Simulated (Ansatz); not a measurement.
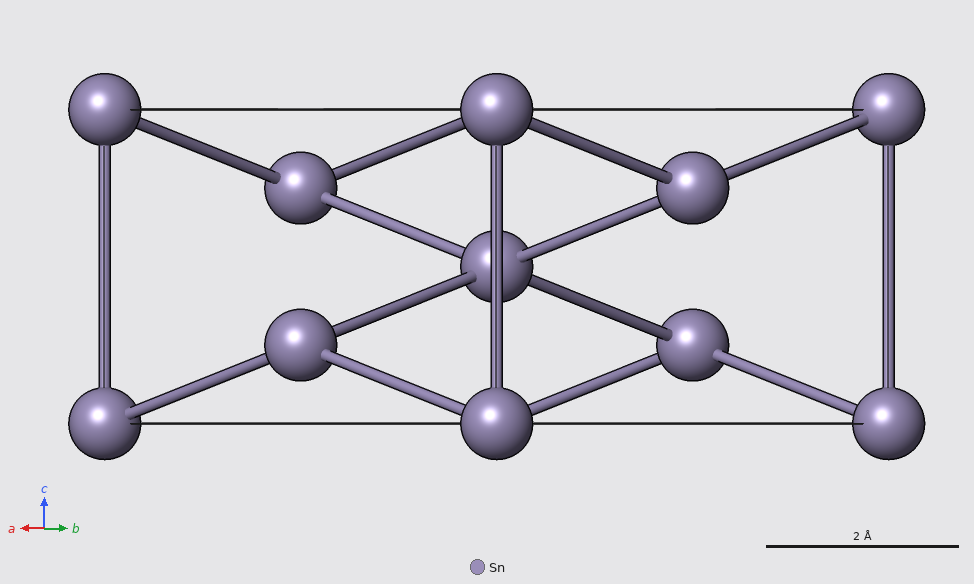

The image is a ball-and-stick drawing of a crystal, viewed along [110]. The frame is the conventional unit cell; atoms at its boundary are shown with their periodic copies.

The cell is given by a = 5.789 Å, b = 5.789 Å, c = 3.280 Å, α = 90.00°, β = 90.00°, γ = 90.00°.

The composition is Sn.

Question: Lattice type?

Answer: Body-centred tetragonal.

Question: Is the bonded network molecular, chain-like, layered or three-dimensional?

Answer: The bonds build a three-dimensional framework.

Its origin is a structure type known for this element. Earlier steps of the study may have refined or changed the cell and positions. It was run through Ansatz as a DFT input.
